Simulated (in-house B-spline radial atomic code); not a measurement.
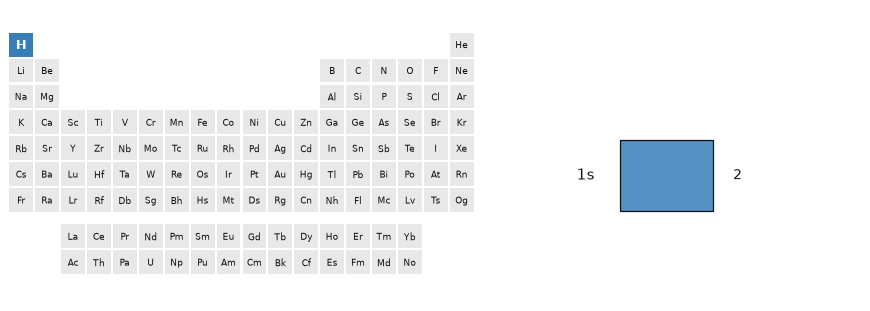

Fig. 1: Left, the place of hydrogen in the periodic table; right, the outer shells of the closed core: a box for each of the 2l + 1 orbitals, shaded by the share of the shell that is filled, with the electron count at the right.

# Run report: H⁻, many-body perturbation calculation

- system: H⁻, core 1s2.
- method: relativistic RPA (time-dependent Dirac-Hartree-Fock) and second-order many-body perturbation theory, no-pair Dirac-Coulomb, closed shell, B-spline basis (in-house B-spline radial atomic code)

Input file:
```
Z = 1
core_configuration = 1s2
rms_radius = 0.8409
mass_number = 1
speed_of_light = 137.035999084
```

Hardware: 1 CPU thread, shared host.

The program writes its results to a structured record and prints no log; tables and figures of this report are taken from that record.

Outcome:

- outcome: ended with an error

What went wrong:

The run ended with an error; the driver noted: error: ZeroDivisionError('float division by zero').
